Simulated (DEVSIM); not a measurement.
Structure: double heterostructure, In0.53Ga0.47As between p- and n-type InP, at 300 K.

```
layer (left to right)        material  thickness (μm)  Nd (cm⁻³)  Na (cm⁻³)   τn (s)   τp (s)
---------------------  --------------  --------------  ---------  ---------  -------  -------
1                                 InP           0.640          -     3.1e17  7.6e-10  7.6e-10
2                      In0.53Ga0.47As           0.140     3.3e14          -  7.6e-10  7.6e-10
3                                 InP           0.290     1.2e16          -  7.6e-10  7.6e-10
```

Left contact: ohmic. Right contact: ohmic. Voltage is applied to the left contact. Recombination: SRH at mid-gap, radiative. Mobility is μmin + (μ − μmin)/(1 + (N/Nref)^α).

Constants are typed, rounded textbook-type inputs, not results; the design itself was drawn at random and stands for no fabricated device. Values at 300 K.

```
parameter          InP  In0.53Ga0.47As
-------------  -------  --------------
gap (eV)         1.344            0.74
affinity (eV)     4.38            4.51
permittivity      12.5            13.9
Nc (cm⁻³)       5.7e17          2.1e17
Nv (cm⁻³)       1.1e19          7.7e18
μn (cm²/Vs)       5200           12000
μp (cm²/Vs)        170             300
μn,min             400             300
μp,min              10              10
Nref,n            3e17          1.3e17
Nref,p          4.9e17          4.9e17
αn                0.47            0.48
αp                0.62             0.4
B (cm³/s)      1.2e-10         9.6e-11
```

Simulated with DEVSIM: 1D drift-diffusion, Boltzmann statistics, complete ionisation; no tunnelling, impact ionisation, image-force lowering or self-heating. Band offsets follow the typed affinities; no thermionic-emission limit at abrupt steps, no polarisation charge.

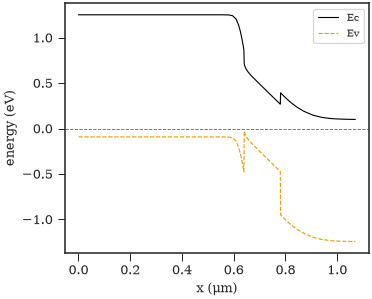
Band edges at zero bias

Energies count from the Fermi level of the right contact; mesh points crowd at the junctions.

```csv
x (μm),Ec (eV),Ev (eV),n (cm⁻³),p (cm⁻³),field (V/cm)
0.000,1.252,-0.092,< 1e2,3.1e17,≈ 0
0.007415,1.252,-0.092,< 1e2,3.1e17,≈ 0
0.02611,1.252,-0.092,< 1e2,3.1e17,≈ 0
0.07322,1.252,-0.092,< 1e2,3.1e17,≈ 0
0.2560,1.252,-0.092,< 1e2,3.1e17,≈ 0
0.4808,1.252,-0.092,< 1e2,3.1e17,≈ 0
0.5798,1.250,-0.094,< 1e2,2.9e17,-1800
0.6254,1.071,-0.273,< 1e2,2.9e14,-120000
0.6371,0.902,-0.442,400,4.1e11,-170000
0.6427,0.690,-0.050,540000,1.1e18,-91000
0.6536,0.629,-0.111,5600000,1.1e17,-39000
0.6935,0.508,-0.232,6.1e8,9.9e14,-28000
0.7442,0.367,-0.373,1.5e11,4.1e12,-28000
0.7681,0.301,-0.439,1.9e12,3.2e11,-28000
0.7799,0.268,-0.472,6.7e12,9.0e10,-29000
0.7869,0.377,-0.967,2.7e11,620,-30000
0.8032,0.331,-1.013,1.6e12,100,-27000
0.8449,0.235,-1.109,6.5e13,< 1e2,-19000
0.9778,0.109,-1.235,8.4e15,< 1e2,-2300
1.036,0.102,-1.242,1.1e16,< 1e2,-650
1.059,0.100,-1.244,1.2e16,< 1e2,-480
1.070,0.100,-1.244,1.2e16,< 1e2,-460
```
